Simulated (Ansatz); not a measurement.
## Sc3PbC (Pm-3m): Grüneisen parameters

Does Sc3PbC (Pm-3m) expand much on heating, by its phonons?

Calculated with Ansatz 0.2.0; DFT PBEsol, scalar-relativistic, plane waves, PAW; PAW set soft_1.

**1. The starting structure**

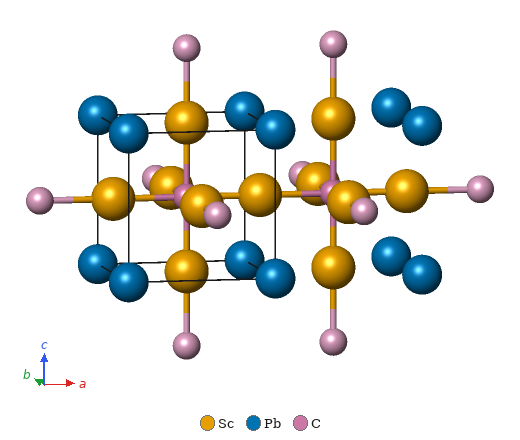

Start, viewed slightly off an axis; scandium orange, lead blue, carbon pink. 2×1×1 cells are drawn. Some periodic images of atoms are drawn too.

Coordinates:

```cif
data_structure
_symmetry_space_group_name_H-M 'P 1'
_symmetry_Int_Tables_number 1
_cell_length_a 4.5063
_cell_length_b 4.5063
_cell_length_c 4.5063
_cell_angle_alpha 90.000
_cell_angle_beta 90.000
_cell_angle_gamma 90.000
_cell_volume 91.51
loop_
_atom_site_label
_atom_site_type_symbol
_atom_site_fract_x
_atom_site_fract_y
_atom_site_fract_z
_atom_site_occupancy
Sc1 Sc 0.00000 0.50000 0.50000 1
Sc2 Sc 0.50000 0.50000 0.00000 1
Sc3 Sc 0.50000 0.00000 0.50000 1
Pb4 Pb 0.00000 0.00000 0.00000 1
C5 C 0.50000 0.50000 0.50000 1
```

**2. The dispersion**

The cell comes from relaxations at this level that are not shown. Stability and thermal properties need the whole zone. Linear response on a 4×4×4 q mesh gives force constants as far as a supercell of that size would.

Contents of input.yaml:

```yaml
crystal:
  lattice:
    - [4.5063304825, 0.0, 0.0]
    - [0.0, 4.5063304825, 0.0]
    - [0.0, 0.0, 4.5063304825]
  atoms:
    - { symbol: Sc, position: [0.0, 0.5, 0.5] }
    - { symbol: Sc, position: [0.5, 0.5, 0.0] }
    - { symbol: Sc, position: [0.5, 0.0, 0.5] }
    - { symbol: Pb, position: [0.0, 0.0, 0.0] }
    - { symbol: C, position: [0.5, 0.5, 0.5] }
kpoints:
  mp_grid: { grid: [8, 8, 8] }
hamiltonian:
  xc: pbesol
  pseudopotentials: { kind: paw, azcp: { folder: soft_1 }, xc_functional: pbe }
scf:
  occupations: { method: methfessel_paxton, width: 0.2 }
output:
  eigenvalues: true
phonons:
  method: dfpt
  qmesh: [4, 4, 4]
  temperatures: { t_max: 1000, t_step: 50 }
  qpath:
    path:
      - [[0.0, 0.0, 0.0], [0.0, 0.5, 0.0], [0.5, 0.5, 0.0], [0.0, 0.0, 0.0], [0.5, 0.5, 0.5], [0.0, 0.5, 0.0]]
      - [[0.5, 0.5, 0.5], [0.5, 0.5, 0.0]]
    npoints: 10
```

Command:

```sh
ansatz run input.yaml --threads 4 --pin off --max-ram 10240MiB --backend cpu --events-out ev --progress --plain --runs-dir out
```

Numbers of over 12 decimals in the logs are rounded to 6 here.

Output:

```text
Engine: ansatz 0.2.0, x86_64-unknown-linux-gnu
Pseudopotentials: kind: paw
Pseudopotential: Sc, paw, valence charge 11, recommended cutoff 420 eV (normal), soft_1/Sc.paw.azcp
Pseudopotential: Pb, paw, valence charge 14, recommended cutoff 420 eV (normal), soft_1/Pb.paw.azcp
Pseudopotential: C, paw, valence charge 4, recommended cutoff 420 eV (normal), soft_1/C.paw.azcp
Functional definition: PBEsol
  exchange = pbesol_x
  correlation = pbesol_c
Crystal: 5 atoms, lattice volume = 91.510 Å³
Basis set: ecut = 420 eV, 1791 PW (Γ), exchange–correlation on 64×64×64 points (8 copies of the dense FFT grid, shifted against one another)
Bands: 31, of which v1, the nominal top of the filled ones, is band 26 counted from 1 (25 counted from 0)
Symmetry: 48 space group operations
k-points: 35 of 512
Non-local potential: Sc, projectors of the file, l = 0: 3, l = 1: 2, l = 2: 3, l = 3: 1
Non-local potential: Pb, projectors of the file, l = 0: 2, l = 1: 2, l = 2: 2, l = 3: 1
Non-local potential: C, projectors of the file, l = 0: 2, l = 1: 2, l = 2: 1
PAW form: soft (Blöchl's): semilocal exchange-correlation on the pseudo side does not see the compensation charge
PAW frozen core: Sc, regenerated for the run's functional, and the local potential with it (the file was generated under x = pbe(κ = 0.804, μ = 0.219515), c = pbe(β = 0.066725))
PAW frozen core: Pb, regenerated for the run's functional, and the local potential with it (the file was generated under x = pbe(κ = 0.804, μ = 0.219515), c = pbe(β = 0.066725))
PAW frozen core: C, regenerated for the run's functional, and the local potential with it (the file was generated under x = pbe(κ = 0.804, μ = 0.219515), c = pbe(β = 0.066725))
PAW one-centre angular grid: Sc, 590 points (default); XC on 64 Gauss nodes
PAW one-centre angular grid: Pb, 590 points (default); XC on 64 Gauss nodes
PAW one-centre angular grid: C, 110 points (default); XC on 64 Gauss nodes
Initial density: superposition of atomic densities (chi_scale 0.1, normalization cell, long waves kept (reshape's long-wave potential 0.00 eV rms))
Initial wavefunctions: pseudopotential atomic-orbital guess
Functional: x = pbesol(κ = 0.804, μ = 0.123457), c = pbesol(β = 0.046)
SCF iter   1: F=—  HF=-18346.180094 eV  |F-HF|=—  |Δ(HF+E_count)|=         —  Δρ=7.81e-2  dr2=1.62e1  ethr=3.10e-3  ⟨swp⟩=5.6  Hψ=9663  notcnv=0
automatic band count: the SCF goes on with 36 bands, as 31 were too few: they end inside the smearing window of the response
preconditioner: auto → Kerker (q_TF=auto, 2.475 Å⁻¹)  [metal: Δε(μ)=0.047 eV  Ē_g=9.390 eV  σ=0.200 eV  W_gap=0.20  n_scr=26 (ndim 8)  ℏωp=20.2 eV  f_vac=0.000  D(μ)=2.44/eV (n_scr^D=18)]
SCF iter   2: F=—  HF=-18343.208735 eV  |F-HF|=—  |Δ(HF+E_count)|=    2.97e0  S|Δr|=    0.00e0  Δρ=4.07e-2  dr2=5.41e0  ethr=3.10e-3  ⟨swp⟩=2.4  Hψ=2343  notcnv=0  defer=87
SCF iter   3: F=—  HF=-18341.824486 eV  |F-HF|=—  |Δ(HF+E_count)|=    1.38e0  S|Δr|=    0.00e0  Δρ=1.17e-2  dr2=3.04e-1  ethr=3.10e-3  ⟨swp⟩=2.7  Hψ=2378  notcnv=0  defer=80
SCF iter   4: F=—  HF=-18341.729915 eV  |F-HF|=—  |Δ(HF+E_count)|=   9.46e-2  S|Δr|=    0.00e0  Δρ=2.27e-3  dr2=8.40e-3  ethr=5.96e-4  ⟨swp⟩=2.1  Hψ=1819  notcnv=0  defer=71
SCF iter   5: F=—  HF=-18341.728120 eV  |F-HF|=—  |Δ(HF+E_count)|=   1.79e-3  S|Δr|=    0.00e0  Δρ=7.91e-4  dr2=5.66e-4  ethr=1.65e-5  ⟨swp⟩=2.0  Hψ=1490  notcnv=0  defer=71
SCF iter   6: F=—  HF=-18341.728085 eV  |F-HF|=—  |Δ(HF+E_count)|=   3.51e-5  S|Δr|=    0.00e0  Δρ=1.65e-4  dr2=2.11e-5  ethr=1.11e-6  ⟨swp⟩=2.3  Hψ=1686  notcnv=0  defer=71
SCF iter   7: F=—  HF=-18341.728083 eV  |F-HF|=—  |Δ(HF+E_count)|=   2.38e-6  S|Δr|=    0.00e0  Δρ=3.13e-5  dr2=9.91e-7  ethr=4.15e-8  ⟨swp⟩=2.9  Hψ=1786  notcnv=0  defer=71
SCF iter   8: F=—  HF=-18341.728081 eV  |F-HF|=—  |Δ(HF+E_count)|=   1.45e-6  S|Δr|=    0.00e0  Δρ=1.13e-5  dr2=1.02e-7  ethr=1.94e-9  ⟨swp⟩=2.0  Hψ=1993  notcnv=0  defer=71
SCF iter   9: F=—  HF=-18341.728081 eV  |F-HF|=—  |Δ(HF+E_count)|=   1.26e-8  S|Δr|=    0.00e0  Δρ=1.97e-6  dr2=3.84e-9  ethr=2.01e-10  ⟨swp⟩=2.2  Hψ=1592  notcnv=0  defer=71
SCF iter  10: F=—  HF=-18341.728081 eV  |F-HF|=—  |Δ(HF+E_count)|=  1.75e-10  S|Δr|=    0.00e0  Δρ=5.45e-7  dr2=2.21e-10  ethr=7.53e-12  ⟨swp⟩=2.0  Hψ=1631  notcnv=0  defer=71
SCF iter  11: F=—  HF=-18341.728081 eV  |F-HF|=—  |Δ(HF+E_count)|=  4.73e-11  S|Δr|=    0.00e0  Δρ=1.48e-7  dr2=1.92e-11  ethr=1.00e-12  ⟨swp⟩=2.0  Hψ=1474  notcnv=0  defer=71
SCF iter  12: F=-18341.728081 eV  HF=-18341.728081 eV  |F-HF|=3.64e-12  |Δ(HF+E_count)|=  3.64e-12  S|Δr|=    0.00e0  Δρ=3.31e-8  dr2=9.35e-13  ethr=1.00e-12  ⟨swp⟩=12.2  Hψ=5859  notcnv=0
SCF 1 converged in 12 iterations: F = -18341.728081 eV  dr2 = 9.35e-13
  greatest PAW one-centre occupation: 0.998 electrons in one spin orbital (limit 2), on the Sc atom at site 0 (counted from 0), in its partial waves of l = 0
phonons: the bands overlap, so this run is a metal and interpolates without the dipole-dipole term. If the crystal is really an insulator or semiconductor, its LO-TO splitting is missing
NSCF: frozen V_eff on 35 k-points
NSCF: frozen V_eff on 125 k-points
DFPT response loops at q = (0, 0, 0) (fractional): preconditioner auto → Kerker (q_TF=auto, 2.475 Å⁻¹) (partly filled bands, converged f_vac=0.000); β = 1.00, the filter's whole step (`scf.mixing.beta` (0.50) is not read by the response loops under this deck's `scf.mixing.preconditioner`; to damp them name `kerker` or `kerker_dos`, under which they read `scf.mixing.beta`, and type it under 1.00, their step now; both keys bind the ground state too); Broyden in place of MSR1
NSCF: frozen V_eff on 400 k-points
DFPT response loops at q = (0, 0, 0.25) (fractional): mixed as the last ones told, above
NSCF: frozen V_eff on 250 k-points
DFPT response loops at q = (0, 0, -0.5) (fractional): mixed as the last ones told, above
NSCF: frozen V_eff on 640 k-points
DFPT response loops at q = (0, 0.25, 0.25) (fractional): mixed as the last ones told, above
NSCF: frozen V_eff on 400 k-points
DFPT response loops at q = (0, 0.25, -0.5) (fractional): mixed as the last ones told, above
NSCF: frozen V_eff on 250 k-points
DFPT response loops at q = (0, -0.5, -0.5) (fractional): mixed as the last ones told, above
NSCF: frozen V_eff on 1024 k-points
DFPT response loops at q = (0.25, 0.25, 0.25) (fractional): mixed as the last ones told, above
NSCF: frozen V_eff on 640 k-points
DFPT response loops at q = (0.25, 0.25, -0.5) (fractional): mixed as the last ones told, above
NSCF: frozen V_eff on 400 k-points
DFPT response loops at q = (0.25, -0.5, -0.5) (fractional): mixed as the last ones told, above
NSCF: frozen V_eff on 250 k-points
DFPT response loops at q = (-0.5, -0.5, -0.5) (fractional): mixed as the last ones told, above
SCF converged after 12 iterations
Stability not checked: this state was not tested for a lower state beside it, because cold or Methfessel-Paxton smearing, or corrected tetrahedra, fill the levels in a way that the test cannot read (fill_not_monotonic; see scf.lower_state_search)
Free energy (F): -18341.728081 eV
Harris-Foulkes:  -18341.728081 eV  (|F-HF|=3.64e-12)
Internal energy: -18341.725013 eV  (E = F + TS)
E sigma→0 (E₀):  -18341.727314 eV
Entropy (-TS):   -0.003068 eV (-0.614 meV/atom)
Fermi energy:    12.414799 eV
--- Per-component energies (eV) ---
  E_band       = -403.287016
  E_kinetic    = 1009.467509
  E_local      = -3212.104468  (includes V_loc(G=0)·N_el)
  E_nonlocal   = 761.449023
  E_hartree    = 1178.424564
  E_xc         = -507.769343
  E_vxc        = -513.940832  (∫ρ·V_xc dr)
  E_paw        = -13245.456177  (= ΣΔE_a)
  E_vpaw       = -805.007488  (= ΣTr[D̂ρ^β])
  E_aug_tail   = 0.000132  (compensation charges beyond the density's cutoff)
  E_ewald      = -4326.206600
  E_core_change = 0.470346  (= ΣΔE_core)
  E_smearing   = -0.003068  (= −TS)
  E_closure    = -0.000000  (closes the sum)
  Σ components = -18341.728081   (vs F -18341.728081, Δ=0.00e0)
--- Band table (eV; the first three rows and the last of 35) ---
  k-point 0: bands = [... 22 lower, 11.3775, 11.3775, 11.8755, 11.8755, 11.8755, 13.4664, 13.4664, 13.4664, ... 6 higher]
  k-point 1: bands = [... 22 lower, 11.4260, 11.4943, 11.6355, 11.6355, 11.9144, 12.8373, 13.6860, 13.6860, ... 6 higher]
  k-point 2: bands = [... 22 lower, 10.6840, 11.2121, 11.2121, 11.8216, 12.0179, 12.8141, 14.0462, 14.0462, ... 6 higher]
  k-point 34: bands = [... 22 lower, 10.0123, 10.0123, 10.0123, 13.2893, 13.2893, 13.2893, 13.5745, 13.5745, ... 6 higher]
--- Phonons (Γ-DFPT): 4 representative perturbations + reference (Σ response iterations 12) ---
  ASR residual: 1.355e-5 → 0.000e0 eV/Å²; symmetrization residual: 1.622e-6 eV/Å²
  ASR residual per site (eV/Å²): 2.72e-6 2.72e-6 2.72e-6 1.36e-5 8.38e-6
  Γ frequencies (cm⁻¹): 0.00 0.00 0.00 126.13 126.13 126.13 219.26 219.26 219.26 270.98 270.98 270.98 502.34 502.34 502.34
--- Phonons (arbitrary-q DFPT): 10 irreducible q on the 4×4×4 mesh ---
  q = [0.0000, 0.0000, 0.0000] (star 1, of the zone-centre solve; hermiticity 2.64e-7, symmetrization 5.52e-12): -0.00 -0.00 0.00 126.13 126.13 126.13 219.26 219.26 219.26 270.98 270.98 270.98 502.34 502.34 502.34
  q = [0.0000, 0.0000, 0.2500] (star 6, 9 solved perturbations in 1560 linear systems a pass and spin channel, the states on 200 of 512 k-point pairs; hermiticity 3.14e-7, symmetrization 1.60e-12): 57.18 57.18 76.91 134.96 134.96 166.63 197.76 211.43 211.43 263.17 263.17 282.98 498.03 498.03 512.04
  q = [0.0000, 0.0000, -0.5000] (star 3, 9 solved perturbations in 975 linear systems a pass and spin channel, the states on 125 of 512 k-point pairs; hermiticity 1.48e-7, symmetrization 1.96e-8): 79.68 79.68 92.06 147.80 147.80 171.81 193.95 202.88 202.88 254.04 254.04 301.61 492.04 492.04 547.68
  q = [0.0000, 0.2500, 0.2500] (star 12, 9 solved perturbations in 2460 linear systems a pass and spin channel, the states on 320 of 512 k-point pairs; hermiticity 5.31e-7, symmetrization 7.11e-14): 68.45 71.54 86.30 147.15 152.28 175.60 189.88 203.49 212.62 253.01 266.14 295.34 499.49 506.89 512.73
  q = [0.0000, 0.2500, -0.5000] (star 12, 15 solved perturbations on 200 of 512 k-point pairs; hermiticity 5.91e-7, symmetrization 8.69e-9): 79.47 83.21 86.38 139.82 163.13 181.01 188.33 196.18 225.04 239.42 264.83 317.84 498.93 508.42 537.00
  q = [0.0000, -0.5000, -0.5000] (star 3, 9 solved perturbations in 975 linear systems a pass and spin channel, the states on 125 of 512 k-point pairs; hermiticity 3.17e-7, symmetrization 2.49e-8): 82.45 82.45 87.49 109.11 187.15 187.15 198.37 198.37 207.26 213.07 271.13 337.09 498.59 526.25 526.25
  q = [0.2500, 0.2500, 0.2500] (star 8, 4 solved perturbations in 1376 linear systems a pass and spin channel, the states on 512 of 512 k-point pairs; hermiticity 3.97e-7, symmetrization 6.06e-13): 76.16 76.16 89.86 147.10 147.10 176.08 205.29 210.62 210.62 262.81 262.81 306.12 507.48 507.48 509.75
  q = [0.2500, 0.2500, -0.5000] (star 12, 9 solved perturbations in 2460 linear systems a pass and spin channel, the states on 320 of 512 k-point pairs; hermiticity 3.25e-7, symmetrization 1.09e-8): 81.06 84.35 85.43 143.13 149.50 158.07 208.87 221.75 226.75 256.80 266.25 327.96 506.54 508.02 527.31
  q = [0.2500, -0.5000, -0.5000] (star 6, 9 solved perturbations in 1560 linear systems a pass and spin channel, the states on 200 of 512 k-point pairs; hermiticity 2.28e-7, symmetrization 3.20e-8): 83.28 83.28 84.76 122.92 151.84 151.84 223.00 226.48 226.48 256.58 275.29 346.14 502.13 518.29 518.29
  q = [-0.5000, -0.5000, -0.5000] (star 1, 4 solved perturbations in 350 linear systems a pass and spin channel, the states on 125 of 512 k-point pairs; hermiticity 5.69e-8, symmetrization 3.09e-12): 83.47 83.47 83.47 134.68 134.68 134.68 240.18 240.18 240.18 279.64 279.64 367.94 519.54 519.54 519.54
  sum rule: each row above includes the acoustic sum rule's correction from the zone centre's row sums; it moved no ω² by more than (0.44 cm⁻¹)²
  mesh force constants: q→R imaginary residual 6.77e-19; ASR residual 1.355e-5 → 0.000e0 eV/Å²; symmetrization residual 1.155e-14 eV/Å²
  interpolated dispersion: 62 rows × 15 modes
  density of states and harmonic sums: on the 16×16×16 q-mesh, interpolated from the force constants of a 4×4×4 supercell (no non-analytic term)
  largest difference from the sums on the solved wave vectors: F 1.27e-2 eV, S 1.66e-5 and C_V 3.98e-6 eV/K
  zero-point energy: 0.228805 eV/cell   skipped modes (ω ≤ 0): 3   left out of the sums: 4.88e-5 of the cell's modes: C_V's classical limit lies that fraction below 3 k_B per atom; for a crystal, a wire or a layer, F and S can be off by more, and a phonons.interpolated_qmesh denser along its periods is the remedy for the sampling
```

Wall time 13 min (4 threads of AMD EPYC 9R14 (Zen 4), shared host); peak memory 3.9 GiB; 50 min of CPU time.

This step gave:

```
volume per atom                                            : 18.30 Å³
gap on the k-mesh                                          : 0 eV
sum-rule residual before enforcement                       : 1.36e-5 eV/Å²
lowest frequency on the path                               : 0 cm⁻¹
point group                                                : m-3m
highest frequency on the path or at a solved wavevector    : 547.7 cm⁻¹
mean frequency                                             : 246.1 cm⁻¹
Debye temperature (second moment)                          : 534 K
logarithmic mean frequency                                 : 203.8 cm⁻¹
highest optical mode at the zone centre (no LO-TO term)    : 502.3 cm⁻¹
lowest optical zone-centre mode                            : 126.1 cm⁻¹
lowest mode on the q mesh (acoustic modes at Γ apart)      : 57.18 cm⁻¹
zero-point energy per atom                                 : 45.76 meV
heat capacity at 300 K                                     : 21.69 J/(mol atoms K)
vibrational entropy at 300 K                               : 27.30 J/(mol atoms K)
edges of the widest gap between branches, on path and mesh : 367.9, 492 cm⁻¹
```

Frequencies (cm⁻¹) solved at each irreducible wavevector; negative means imaginary. Frequencies by wavevector, by row:

| q in reciprocal lattice units | star | mode 1 | mode 2 | mode 3 | mode 4 | mode 13 | mode 14 | mode 15 |
| --- | --- | --- | --- | --- | --- | --- | --- | --- |
| 0 0 0 | 1 | 0 | 0 | 0 | 126.1 | 502.3 | 502.3 | 502.3 |
| 0 0 0.25 | 6 | 57.2 | 57.2 | 76.9 | 135 | 498 | 498 | 512 |
| 0 0 -0.5 | 3 | 79.7 | 79.7 | 92.1 | 147.8 | 492 | 492 | 547.7 |
| 0 0.25 0.25 | 12 | 68.5 | 71.5 | 86.3 | 147.2 | 499.5 | 506.9 | 512.7 |
| 0 0.25 -0.5 | 12 | 79.5 | 83.2 | 86.4 | 139.8 | 498.9 | 508.4 | 537 |
| 0 -0.5 -0.5 | 3 | 82.5 | 82.5 | 87.5 | 109.1 | 498.6 | 526.2 | 526.2 |
| 0.25 0.25 0.25 | 8 | 76.2 | 76.2 | 89.9 | 147.1 | 507.5 | 507.5 | 509.8 |
| 0.25 0.25 -0.5 | 12 | 81.1 | 84.3 | 85.4 | 143.1 | 506.5 | 508 | 527.3 |
| 0.25 -0.5 -0.5 | 6 | 83.3 | 83.3 | 84.8 | 122.9 | 502.1 | 518.3 | 518.3 |
| -0.5 -0.5 -0.5 | 1 | 83.5 | 83.5 | 83.5 | 134.7 | 519.5 | 519.5 | 519.5 |

Symmetry leaves 10 wavevectors to solve. The lowest mode among them, the acoustic zeros apart, lies at q = (0, 0, 0.25) and is real, 57.2 cm⁻¹.

**3. Relaxing at another volume, volume ratio 0.97**

The volume is scaled by 0.97 and held; symmetry leaves nothing to relax, so this is a single point. The modes can then be followed against volume.

input.yaml, the sections that differ from step 2:

```yaml
crystal:
  lattice:
    - [4.4608088804, 0.0, 0.0]
    - [0.0, 4.4608088804, 0.0]
    - [0.0, 0.0, 4.4608088804]
  atoms:
    - { symbol: Sc, position: [0.0, 0.5, 0.5] }
    - { symbol: Sc, position: [0.5, 0.5, 0.0] }
    - { symbol: Sc, position: [0.5, 0.0, 0.5] }
    - { symbol: Pb, position: [0.0, 0.0, 0.0] }
    - { symbol: C, position: [0.5, 0.5, 0.5] }
output:
  forces: true
  stress: true
  eigenvalues: true
# kpoints, hamiltonian, scf: as in step 2
# phonons: removed
```

Output:

```text
[...]
Crystal: 5 atoms, lattice volume = 88.765 Å³
Basis set: ecut = 420 eV, 1743 PW (Γ), exchange–correlation on 60×60×60 points (8 copies of the dense FFT grid, shifted against one another)
Bands: 31, of which v1, the nominal top of the filled ones, is band 26 counted from 1 (25 counted from 0)
Symmetry: 48 space group operations
[...]
k-points: 35 of 512
[...]
k-point 0: bands = [... 22 lower, 11.7921, 11.7921, 12.2853, 12.2853, 12.2853, 13.9595, 13.9595, 13.9595, ... 1 higher]
  k-point 1: bands = [... 22 lower, 11.8572, 11.9123, 12.0464, 12.0464, 12.3247, 13.3385, 14.1772, 14.1772, ... 1 higher]
  k-point 2: bands = [... 22 lower, 11.1145, 11.6208, 11.6208, 12.2492, 12.4294, 13.2993, 14.5426, 14.5426, ... 1 higher]
  k-point 34: bands = [... 22 lower, 10.4312, 10.4312, 10.4312, 13.7711, 13.7711, 13.7711, 14.0497, 14.0497, ... 1 higher]
[key lines of the parts left out:]
SCF converged after 9 iterations
Free energy (F): -18341.699721 eV
Fermi energy:    12.848897 eV
P = ⅓ Tr σ = 3.3948 GPa (33.948 kbar)
```

Run time: 1.1 s. Hardware: 4 threads; peak memory 0.51 GiB.

Numbers from this step:

```yaml
pressure: 3.395 GPa
volume_per_atom: 17.75 Å³
```

The run ends at a pressure of 3.39 GPa.

[end of part 1 of 2]

[Logs are printed without paths, hosts, clocks, repeated set-up lines and the standing remarks that a program may print on its own settings, such as how far it seeks lower states.]

[Hosts, paths, dates, database ids (printed as entryN), source tags and the programs' standing remarks are cut or masked in the printed files.]
